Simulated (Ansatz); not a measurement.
## Mg2TiMn4Co: relaxing a made-up structure

Starting from a made-up structure for Mg2TiMn4Co, the aim is the relaxed cell, its shortest contacts and, where a second run follows, its electronic structure.

Calculated with Ansatz 0.2.0; DFT, PBE, plane-wave PAW, files of the set soft_1, scalar-relativistic, ferromagnetic start, cell and ions relaxed at zero pressure; PAW set soft_1.

### Step 1. Set-up

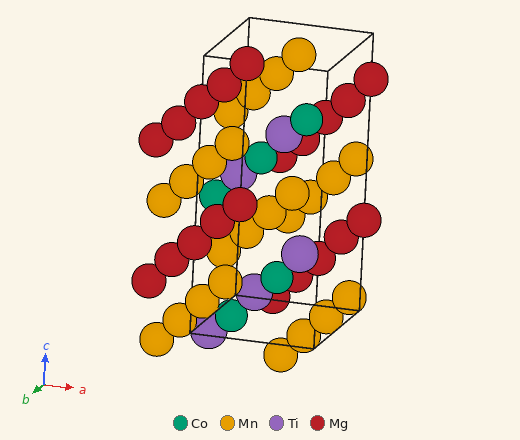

Start, viewed from a free direction; cobalt teal, manganese orange, titanium purple, magnesium red. 1×2×1 cells are drawn. This picture shows the conventional cell, with its axes. Some periodic images of atoms are drawn too.

Structure file:

```cif
data_structure
_symmetry_space_group_name_H-M 'P 1'
_symmetry_Int_Tables_number 1
_cell_length_a 4.4440
_cell_length_b 5.6473
_cell_length_c 5.6473
_cell_angle_alpha 57.841
_cell_angle_beta 90.000
_cell_angle_gamma 90.000
_cell_volume 119.98
loop_
_atom_site_label
_atom_site_type_symbol
_atom_site_fract_x
_atom_site_fract_y
_atom_site_fract_z
_atom_site_occupancy
Co1 Co 0.50000 0.66020 0.66020 1
Mn2 Mn 0.00000 0.32900 0.83400 1
Mn3 Mn 0.00000 0.83400 0.32900 1
Mn4 Mn 0.50000 0.18250 0.67530 1
Mn5 Mn 0.50000 0.67530 0.18250 1
Ti6 Ti 0.50000 0.17610 0.17610 1
Mg7 Mg 0.00000 0.83410 0.83410 1
Mg8 Mg 0.00000 0.32610 0.32610 1
```

### Step 2. Relaxing cell and atoms

The guess takes its coordinates from another compound and its volume from a rule, so the cell and any free coordinates are relaxed together.

input.yaml reads:

```yaml
crystal:
  lattice:
    - [4.444, 0.0, 0.0]
    - [0.0, 2.731, 4.943]
    - [0.0, -2.731, 4.943]
  atoms:
    - { symbol: Co, position: [0.5, 0.6602, 0.6602], spin: 2.0 }
    - { symbol: Mn, position: [0.0, 0.329, 0.834], spin: 4.0 }
    - { symbol: Mn, position: [0.0, 0.834, 0.329], spin: 4.0 }
    - { symbol: Mn, position: [0.5, 0.1825, 0.6753], spin: 4.0 }
    - { symbol: Mn, position: [0.5, 0.6753, 0.1825], spin: 4.0 }
    - { symbol: Ti, position: [0.5, 0.1761, 0.1761], spin: 1.0 }
    - { symbol: Mg, position: [0.0, 0.8341, 0.8341] }
    - { symbol: Mg, position: [0.0, 0.3261, 0.3261] }
magnetization:
  spin_polarized: true
kpoints:
  mp_grid: { grid: [6, 6, 6] }
scf:
  occupations: { method: fermi_dirac, width: 0.05 }
hamiltonian:
  xc: pbe
  pseudopotentials: { kind: paw, azcp: { folder: soft_1 } }
relax:
  f_tol: 0.015
  max_steps: 70
  cell: {}
output:
  forces: true
  stress: true
```

Started as:

```console
$ ansatz run input.yaml --threads 4 --pin off --max-ram 10240MiB --backend cpu --events-out ev --progress --plain --runs-dir out
```

Numbers of over 12 decimals in the logs are rounded to 6 here.

Log:

```text
Engine: ansatz 0.2.0, aarch64-unknown-linux-gnu
Pseudopotentials: kind: paw
Pseudopotential: Co, paw, valence charge 17, recommended cutoff 420 eV (normal), soft_1/Co.paw.azcp
Pseudopotential: Mn, paw, valence charge 15, recommended cutoff 420 eV (normal), soft_1/Mn.paw.azcp
Pseudopotential: Ti, paw, valence charge 12, recommended cutoff 420 eV (normal), soft_1/Ti.paw.azcp
Pseudopotential: Mg, paw, valence charge 10, recommended cutoff 420 eV (normal), soft_1/Mg.paw.azcp
Functional definition: PBE
  parameter kappa = 0.804
  parameter beta = 0.066725
  exchange = pbe_x(kappa = kappa, mu = beta*pi^2/3)
  correlation = pbe_c(beta = beta)
Crystal: 8 atoms, lattice volume = 119.982 Å³
Basis set: ecut = 420 eV, 2343 PW (Γ), exchange–correlation on 60×80×80 points (8 copies of the dense FFT grid, shifted against one another)
Bands: 77, of which v1, the nominal top of the filled ones, is band 55 counted from 1 (54 counted from 0)
Symmetry: 4 space group operations
Space group: Amm2 (ITA 38), of the structure as read, at distance tolerance 4.9e-5 Å
Magnetic group: BNS 38.187 (UNI 285), of the structure as read, at distance tolerance 4.9e-5 Å
k-points: 52 of 216 (time reversal used)
Non-local potential: Co, projectors of the file, l = 0: 3, l = 1: 2, l = 2: 3, l = 3: 1
Non-local potential: Mn, projectors of the file, l = 0: 3, l = 1: 2, l = 2: 3, l = 3: 1
Non-local potential: Ti, projectors of the file, l = 0: 3, l = 1: 2, l = 2: 3, l = 3: 1
Non-local potential: Mg, projectors of the file, l = 0: 3, l = 1: 2, l = 2: 1
PAW form: soft (Blöchl's): semilocal exchange-correlation on the pseudo side does not see the compensation charge
PAW one-centre angular grid: Co, 590 points (default); XC on 64 Gauss nodes
PAW one-centre angular grid: Mn, 590 points (default); XC on 64 Gauss nodes
PAW one-centre angular grid: Ti, 590 points (default); XC on 64 Gauss nodes
PAW one-centre angular grid: Mg, 110 points (default); XC on 64 Gauss nodes
Initial density: superposition of atomic densities (chi_scale 0.1, normalization cell)
Starting moments: Σ|m| = 19 μB on 6 of 8 sites
Initial wavefunctions: pseudopotential atomic-orbital guess
Functional: x = pbe(κ = 0.804, μ = 0.219515), c = pbe(β = 0.066725)
iter 1 solved again at ethr=2.18e-3 eV; its pass at ethr=3.10e-3 eV (dr2=2.37e0 eV) is discarded
SCF iter   1: F=—  HF=-27064.314032 eV  |F-HF|=—  |Δ(HF+E_count)|=         —  Δρ=4.09e-2 (↑4.09e-2 ↓2.44e-2)  dr2=2.38e0  dr2_m=8.13e-1  M=15.923 μB ∫|m|=16.457 μB  β_m=0.30  ethr=2.18e-3  ⟨swp⟩=1.2  Hψ=34881  notcnv=0
Mixer restart at iter 1: flushing history
preconditioner: auto → Kerker (q_TF=auto, 2.685 Å⁻¹)  [metal: Δε(μ)=0.004 eV  Ē_g=6.073 eV  σ=0.050 eV  W_gap=0.02  n_scr=40 (ndim 8)  ℏωp=22.7 eV  f_vac=0.000  D(μ)=5.20/eV (n_scr^D=44)]
spin=Collinear: Kerker preconditioning applied to the charge; magnetization (m = ρ↑ − ρ↓) channel mixes plain (no charge-response kernel on spin).
SCF iter   2: F=—  HF=-27064.303972 eV  |F-HF|=—  |Δ(HF+E_count)|=   1.01e-2  Δρ=2.55e-2 (↑2.55e-2 ↓2.26e-2)  dr2=1.53e0  dr2_m=4.27e-1  M=15.687 μB ∫|m|=16.346 μB  β_m=0.53  ethr=2.18e-3  ⟨swp⟩=2.0  Hψ=10392  notcnv=0
SCF iter   3: F=—  HF=-27065.683532 eV  |F-HF|=—  |Δ(HF+E_count)|=    1.38e0  Δρ=1.88e-2 (↑1.28e-2 ↓1.88e-2)  dr2=8.68e-1  dr2_m=1.99e-1  M=15.059 μB ∫|m|=15.992 μB  β_m=0.77  ethr=1.41e-3  ⟨swp⟩=2.2  Hψ=11330  notcnv=0  defer=429
SCF iter   4: F=—  HF=-27066.535135 eV  |F-HF|=—  |Δ(HF+E_count)|=   8.52e-1  Δρ=1.90e-2 (↑1.50e-2 ↓1.90e-2)  dr2=8.86e-1  dr2_m=1.26e-1  M=13.987 μB ∫|m|=15.697 μB  β_m=0.81  ethr=7.96e-4  ⟨swp⟩=2.1  Hψ=12203  notcnv=0  defer=742
SCF iter   5: F=—  HF=-27066.506684 eV  |F-HF|=—  |Δ(HF+E_count)|=   2.85e-2  Δρ=1.44e-2 (↑1.44e-2 ↓1.16e-2)  dr2=5.37e-1  dr2_m=1.70e-2  M=13.126 μB ∫|m|=15.613 μB  β_m=0.74  ethr=7.96e-4  ⟨swp⟩=2.9  Hψ=16814  notcnv=0  defer=773
SCF iter   6: F=—  HF=-27066.578639 eV  |F-HF|=—  |Δ(HF+E_count)|=   7.20e-2  Δρ=1.09e-2 (↑1.09e-2 ↓9.37e-3)  dr2=3.35e-1  dr2_m=8.73e-3  M=12.934 μB ∫|m|=15.589 μB  β_m=0.87  ethr=4.93e-4  ⟨swp⟩=2.2  Hψ=11066  notcnv=0  defer=765
SCF iter   7: F=—  HF=-27066.600581 eV  |F-HF|=—  |Δ(HF+E_count)|=         —  Δρ=4.36e-3 (↑4.36e-3 ↓4.22e-3)  dr2=1.70e-2  dr2_m=1.56e-2  M=12.852 μB ∫|m|=15.744 μB  β_m=0.87  ethr=3.07e-4  ⟨swp⟩=2.0  Hψ=11368  notcnv=0  defer=791
Mixer restart at iter 7: flushing history
SCF iter   8: F=—  HF=-27066.603839 eV  |F-HF|=—  |Δ(HF+E_count)|=   3.26e-3  Δρ=4.88e-3 (↑3.97e-3 ↓4.88e-3)  dr2=5.64e-2  dr2_m=1.82e-3  M=12.822 μB ∫|m|=15.790 μB  β_m=0.87  ethr=1.56e-5  ⟨swp⟩=2.0  Hψ=15935  notcnv=0  defer=839
SCF iter   9: F=—  HF=-27066.599297 eV  |F-HF|=—  |Δ(HF+E_count)|=   4.54e-3  Δρ=2.18e-3 (↑2.18e-3 ↓2.04e-3)  dr2=1.34e-2  dr2_m=3.39e-4  M=12.800 μB ∫|m|=15.781 μB  β_m=0.75  ethr=1.56e-5  ⟨swp⟩=2.0  Hψ=15537  notcnv=0  defer=843
SCF iter  10: F=—  HF=-27066.597313 eV  |F-HF|=—  |Δ(HF+E_count)|=   1.98e-3  Δρ=1.07e-3 (↑1.07e-3 ↓6.92e-4)  dr2=1.82e-3  dr2_m=2.03e-4  M=12.785 μB ∫|m|=15.777 μB  β_m=0.72  ethr=1.23e-5  ⟨swp⟩=2.0  Hψ=10958  notcnv=0  defer=840
[...]
relax step   6: F+E_penalty+E_count = -27067.10565342 eV  Δ(F+E_penalty+E_count) = -1.072e-1 eV  max|allowed force component| = 2.130e-1 eV/Å  Δτ_max = 0.1948 Å  P = +0.032 GPa  Ω = 113.863 Å³  energy of the carried Pulay correction = +4.817e-3 eV  (14 SCF iters, dr2 threshold 8.00e-7 eV, accepted)
relax step   7: F+E_penalty+E_count = -27067.06545146 eV  Δ(F+E_penalty+E_count) = +4.020e-2 eV  max|allowed force component| = 6.915e-1 eV/Å  Δτ_max = 0.1946 Å  P = +1.887 GPa  Ω = 111.353 Å³  energy of the carried Pulay correction = +6.867e-3 eV  (12 SCF iters, dr2 threshold 8.00e-7 eV, rejected (line search))
relax step   8: F+E_penalty+E_count = -27067.15060383 eV  Δ(F+E_penalty+E_count) = -4.495e-2 eV  max|allowed force component| = 5.980e-2 eV/Å  Δτ_max = 0.0973 Å  P = -0.110 GPa  Ω = 113.448 Å³  energy of the carried Pulay correction = +5.152e-3 eV  (21 SCF iters, accepted)
relax step   9: F+E_penalty+E_count = -27067.15601701 eV  Δ(F+E_penalty+E_count) = -5.413e-3 eV  max|allowed force component| = 9.937e-3 eV/Å  Δτ_max = 0.0465 Å  P = +0.007 GPa  Ω = 113.202 Å³  energy of the carried Pulay correction = +5.352e-3 eV  (11 SCF iters, dr2 threshold 2.47e-7 eV, accepted)
relax step  10: F+E_penalty+E_count = -27067.16374008 eV  Δ(F+E_penalty+E_count) = -7.723e-3 eV  max|allowed force component| = 1.240e-2 eV/Å  Δτ_max = 0.0000 Å  P = +0.174 GPa  Ω = 113.202 Å³  stress off target by 5.36e-1 GPa  SCF on the basis re-selected at this cell (its energy is not comparable with the rows above)  (15 SCF iters)
relax step  11: F+E_penalty+E_count = -27067.16469779 eV  Δ(F+E_penalty+E_count) = -9.577e-4 eV  max|allowed force component| = 1.609e-2 eV/Å  Δτ_max = 0.0090 Å  P = -0.239 GPa  Ω = 113.612 Å³  energy of the carried Pulay correction = -3.837e-4 eV  (10 SCF iters, dr2 threshold 7.19e-7 eV, accepted)
relax step  12: F+E_penalty+E_count = -27067.16480916 eV  Δ(F+E_penalty+E_count) = -1.114e-4 eV  max|allowed force component| = 3.275e-2 eV/Å  Δτ_max = 0.0088 Å  P = +0.159 GPa  Ω = 113.179 Å³  energy of the carried Pulay correction = +1.180e-5 eV  (11 SCF iters, dr2 threshold 1.73e-7 eV, rejected (line search))
relax step  13: F+E_penalty+E_count = -27067.16518282 eV  Δ(F+E_penalty+E_count) = -4.850e-4 eV  max|allowed force component| = 2.432e-3 eV/Å  Δτ_max = 0.0041 Å  P = -0.007 GPa  Ω = 113.364 Å³  energy of the carried Pulay correction = -1.577e-4 eV  (17 SCF iters, accepted)
relax step  14: F+E_penalty+E_count = -27067.16535065 eV  Δ(F+E_penalty+E_count) = -1.678e-4 eV  max|allowed force component| = 2.344e-3 eV/Å  Δτ_max = 0.0000 Å  P = -0.007 GPa  Ω = 113.364 Å³  stress off target by 1.11e-2 GPa  SCF on the basis re-selected at this cell (its energy is not comparable with the rows above)  (10 SCF iters)
basis re-selected at this cell: Δ(F+E_penalty+E_count) = -1.678e-4 eV, ΔP = +0.000 GPa vs the last step (what re-selecting the basis moved, of the pressure what is left beyond the Pulay correction that the steps carried, after the strain that the cell walked since its last selection, with what the two solves' SCF thresholds leave and, on support functions, any second-order correction that the steps lacked; it is no m [...]
SCF converged after 10 iterations
Magnetization: 11.2716 μB (60.1358 up, 48.8642 down)
Absolute magnetization: 14.5432 μB (∫|ρ↑−ρ↓|, with the PAW one-centre terms)
Spin contamination: 1.0757 ħ² per cell (⟨S²⟩ above its minimum at these occupations)
Per-site moments (μB) at R_I (Å): [(1.530177, 1.070263), (2.803387, 1.070263), (2.803387, 1.070263), (2.724759, 1.088454), (2.724759, 1.088454), (-0.930518, 1.088454), (-0.054733, 1.076422), (-0.054735, 1.076423)]
Free energy (F): -27067.165351 eV
Harris-Foulkes:  -27067.165351 eV  (|F-HF|=7.28e-12)
Internal energy: -27067.110351 eV  (E = F + TS)
E sigma→0 (E₀):  -27067.137851 eV
Entropy (-TS):   -0.054999 eV (-6.875 meV/atom)
Fermi energy:    13.420105 eV
--- Per-component energies (eV) ---
  E_band       = -2026.137890
  E_kinetic    = 1984.650882
  E_local      = -15626.894434  (includes V_loc(G=0)·N_el)
  E_nonlocal   = 2725.782042
  E_hartree    = 5997.768122
  E_xc         = -697.174956
  E_vxc        = -889.527576  (∫ρ·V_xc dr)
  E_paw        = -8526.924725  (= ΣΔE_a)
  E_vpaw       = -2215.684894  (= ΣTr[D̂ρ^β])
  E_aug_tail   = -0.000021  (compensation charges beyond the density's cutoff)
  E_ewald      = -12924.317262
  E_smearing   = -0.054999  (= −TS)
  E_closure    = 0.000000  (closes the sum)
  Σ components = -27067.165351   (vs F -27067.165351, Δ=0.00e0)
--- Forces (eV/Å), atoms counted from 1 ---
  atom   1  Co    -0.00000000    -0.00000000     0.00002986
  atom   2  Mn     0.00000000    -0.00234372     0.00000595
  atom   3  Mn    -0.00000000     0.00234372     0.00000595
  atom   4  Mn    -0.00000000     0.00000846     0.00002047
  atom   5  Mn    -0.00000000    -0.00000846     0.00002047
  atom   6  Ti     0.00000000    -0.00000000    -0.00016069
  atom   7  Mg     0.00000000     0.00000000     0.00159384
  atom   8  Mg    -0.00000000    -0.00000000    -0.00151561
  max |Σ_I F_I| component: 2.38e-7 eV/Å
--- Stress (GPa, compression-positive) ---
       -0.000798      -0.000000       0.000000
       -0.000000      -0.007753       0.000000
        0.000000       0.000000      -0.011090
  P = ⅓ Tr σ = -0.0065 GPa (-0.065 kbar)
--- Relaxed structure (12 steps of the walk, 10 accepted, 2 SCFs on fresh bases) ---
  F+E_penalty+E_count = -27067.16535065 eV   max|allowed force component| = 2.344e-3 eV/Å   (the final SCF, on the basis selected at the relaxed cell)
  cell:  # Å, volume = 113.3642 Å³
    - [4.305835, 0, -1.1968375479054882e-16]
    - [-1.3312259224340296e-16, 3.063319, 4.297305]
    - [-1.3312259224340296e-16, -3.063319, 4.297305]
  atoms:
    - { symbol: Co, position: [0.5, 0.627162, 0.627162] }
    - { symbol: Mn, position: [1.691614487247896e-17, 0.390813, 0.863511] }
    - { symbol: Mn, position: [1.691614487247896e-17, 0.863511, 0.390813] }
    - { symbol: Mn, position: [0.5, 0.127162, 0.627164] }
    - { symbol: Mn, position: [0.5, 0.627164, 0.127162] }
    - { symbol: Ti, position: [0.5, 0.127165, 0.127165] }
    - { symbol: Mg, position: [1.6911410993883376e-17, 0.879749, 0.879749] }
    - { symbol: Mg, position: [1.7957997382134175e-17, 0.374574, 0.374574] }
```

The job ended after 8.9 min (4 threads of Arm Neoverse V2, shared host; peak memory 1 GiB).

The steps of the relaxation:

| step | energy less that of the first step (eV) | largest force component (eV/Å) | pressure (GPa) | volume (Å³) |
| --- | --- | --- | --- | --- |
| 1 | 0.0000 | 1.0904 | -1.23 | 119.98 |
| 2 | -0.2835 | 0.2213 | 0.33 | 117.52 |
| 3 | -0.3262 | 0.1238 | 0.49 | 117.29 |
| 4 | -0.3666 | 0.0777 | -0.20 | 117.72 |
| 5 | -0.4015 | 0.0758 | 0.02 | 116.37 |
| 6 | -0.5088 | 0.2130 | 0.03 | 113.86 |
| 7 | -0.4686 | 0.6915 | 1.89 | 111.35 |
| 8 | -0.5537 | 0.0598 | -0.11 | 113.45 |
| 9 | -0.5591 | 0.0099 | 0.01 | 113.20 |
| 10* | -0.5669 | 0.0124 | 0.17 | 113.20 |
| 11 | -0.5678 | 0.0161 | -0.24 | 113.61 |
| 12 | -0.5679 | 0.0327 | 0.16 | 113.18 |
| 13 | -0.5683 | 0.0024 | -0.01 | 113.36 |
| 14* | -0.5685 | 0.0023 | -0.01 | 113.36 |

Relaxation steps marked * repeat the geometry before them on a plane-wave basis chosen anew for their cell, so energy and pressure can jump there. Relaxation steps 7, 12 were tried and not accepted.

The run keeps the 4 symmetry operations that it works with, so distortions that break them were not tested.

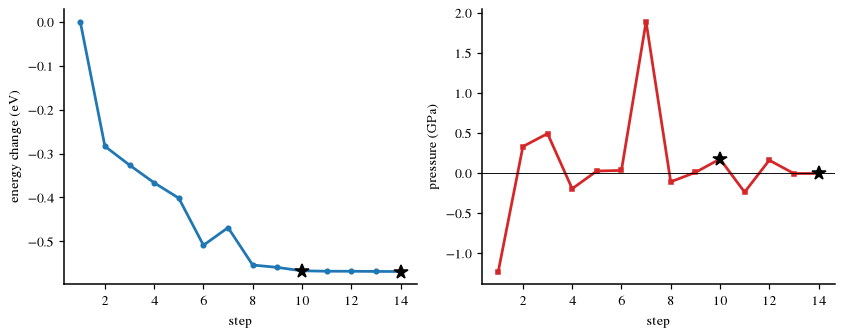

Energy and pressure along the relaxation. Stars mark steps on a basis chosen anew.

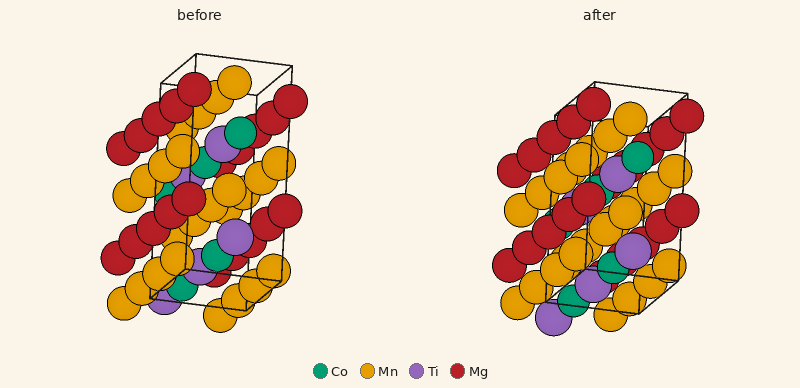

Before and after, at one scale.

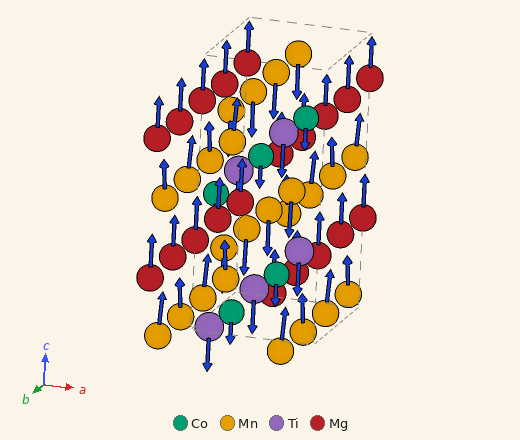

Displacements in the relaxation, exaggerated, measured against the changing cell; the longest in the cell stands for 0.45 Å. 1×2×1 conventional cells are drawn. Some periodic images of atoms are drawn too.

| cell as run | before | after | change |
| --- | --- | --- | --- |
| a (Å) | 4.444 | 4.306 | -3.1 % |
| b (Å) | 5.647 | 5.277 | -6.5 % |
| c (Å) | 5.647 | 5.277 | -6.5 % |
| α (°) | 57.84 | 70.97 | +22.7 % |
| volume (Å³/atom) | 15.00 | 14.17 | -5.5 % |

The atoms that moved most (Å, as changes of fractional coordinates times the final cell):

| atom | dx | dy | dz | length |
| --- | --- | --- | --- | --- |
| Mn4 | 0.000 | -0.022 | -0.445 | 0.445 |
| Mn5 | 0.000 | 0.022 | -0.445 | 0.445 |
| Ti6 | 0.000 | 0.000 | -0.421 | 0.421 |
| Mg8 | 0.000 | 0.000 | 0.417 | 0.417 |
| Mn2 | 0.000 | 0.099 | 0.392 | 0.405 |
| Mn3 | 0.000 | -0.099 | 0.392 | 0.405 |
| Mg7 | 0.000 | 0.000 | 0.392 | 0.392 |
| Co1 | 0.000 | 0.000 | -0.284 | 0.284 |

The relaxed structure:

```cif
data_structure
_symmetry_space_group_name_H-M 'P 1'
_symmetry_Int_Tables_number 1
_cell_length_a 4.3058
_cell_length_b 5.2774
_cell_length_c 5.2774
_cell_angle_alpha 70.966
_cell_angle_beta 90.000
_cell_angle_gamma 90.000
_cell_volume 113.36
loop_
_atom_site_label
_atom_site_type_symbol
_atom_site_fract_x
_atom_site_fract_y
_atom_site_fract_z
_atom_site_occupancy
Co1 Co 0.50000 0.62716 0.62716 1
Mn2 Mn 0.00000 0.39081 0.86351 1
Mn3 Mn 0.00000 0.86351 0.39081 1
Mn4 Mn 0.50000 0.12716 0.62716 1
Mn5 Mn 0.50000 0.62716 0.12716 1
Ti6 Ti 0.50000 0.12717 0.12717 1
Mg7 Mg 0.00000 0.87975 0.87975 1
Mg8 Mg 0.00000 0.37457 0.37457 1
```

This step gave:

| Quantity | Value |
| --- | --- |
| free energy | -27067.1654 eV |
| energy at zero smearing | -27067.1379 eV |
| smearing term TS | 0.05500 eV |
| Fermi energy | 13.42 eV |
| magnetization | 11.27 μB |
| absolute magnetization | 14.54 μB |
| site moments | 1.530, 2.803, 2.803, 2.725, 2.725, -0.9305, -0.05473, -0.05474 μB |
| electrons | 109 |
| symmetry operations | 4 |
| pressure | -0.006547 GPa |

Site moment by atom:

| atom | site moment (μB) |
| --- | --- |
| Co1 | 1.53 |
| Mn2 | 2.80 |
| Mn3 | 2.80 |
| Mn4 | 2.72 |
| Mn5 | 2.72 |
| Ti6 | -0.93 |
| Mg7 | -0.05 |
| Mg8 | -0.05 |

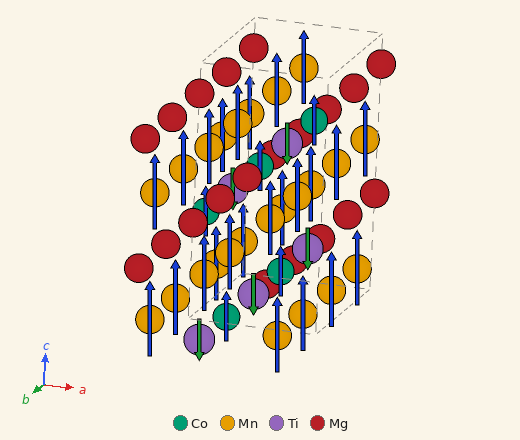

Site moment as arrows, the longest 2.80 μB. Up and down stand for the sign. Arrows give size and sign along the axis of quantisation, drawn up and down the page. Each arrow also spans its atom, so small moments look longer than they are. The two directions have two colours. 1×2×1 conventional cells are drawn. Some periodic images of atoms are drawn too.

Shortest distances by pair of elements, guess and relaxed (not always the same contact):

| pair | guess (Å) | relaxed (Å) |
| --- | --- | --- |
| Co–Mn | 2.653 | 2.595 |
| Mg–Mn | 2.770 | 2.610 |
| Mn–Ti | 2.764 | 2.639 |
| Mn–Mn | 2.686 | 2.896 |
| Mg–Ti | 2.671 | 3.026 |

The relaxation ends with a largest force component of 0.0023 eV/Å and a pressure of -0.01 GPa.

### Step 3. Outcome

```
space group, relaxed : Cmmm
conventional cell    : a = 6.127, b = 8.595, c = 4.306 Å; α = 90.0°, β = 90.0°, γ = 90.0°
volume per atom      : 14.17 Å³ (guess 15.00)
total moment         : 11.27 μB in the cell of 8 atoms
```

What this shows: Mg2TiMn4Co relaxes to Cmmm with a = 6.127, b = 8.595 and c = 4.306 Å. The guessed volume was 6 % too large. The symmetry rose from Amm2 to Cmmm, so the distortion of the structure type doesn't survive with these elements. The input starts from parallel moments, and no other start was typed; the run left that order, and the end state is ferrimagnetic. Mesh and cutoff weren't tested. No dispersion term is used, so weakly bound directions may come out too long. Nothing here tests whether the compound is stable against decomposition.

[Logs are printed without paths, hosts, clocks, repeated set-up lines and the standing remarks that a program may print on its own settings, such as how far it seeks lower states.]

[Hosts, paths, dates, database ids (printed as entryN), source tags and the programs' standing remarks are cut or masked in the printed files.]
